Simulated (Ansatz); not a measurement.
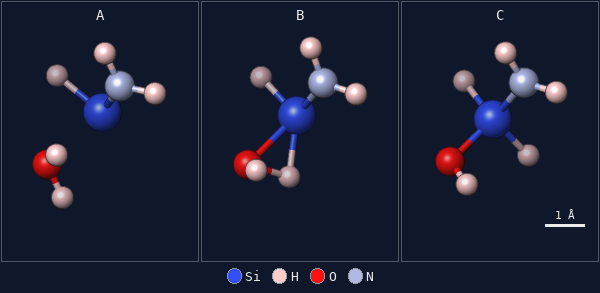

3 geometries from a converged minimum-energy path of SiNH₅O, shuffled. The picture is a ball-and-stick view, seen from a free direction.

These are results of RKS PBE0-D4/def2-SVP (Ansatz), not measurements. Run with 7 movable images; climbing image; force threshold 0.05 eV/Å; iteration limit 60; starting path through a guess of the saddle point.

### Which of them lies highest in energy?

B. In order along the path, whose images run from 0 to 8: C (image 1, +3.3 kcal/mol), B (image 4, +73.4 kcal/mol), A (image 7, +49.4 kcal/mol). A hydrogen atom shifts from one atom to another. Breaking: H–Si (1.50 → 2.62 Å). Forming: H–O (2.60 → 0.97 Å).

Cost: 69 s on 1 thread of Intel(R) Xeon(R) 6975P-C (Granite Rapids), on a shared host, peak memory 0.14 GiB.
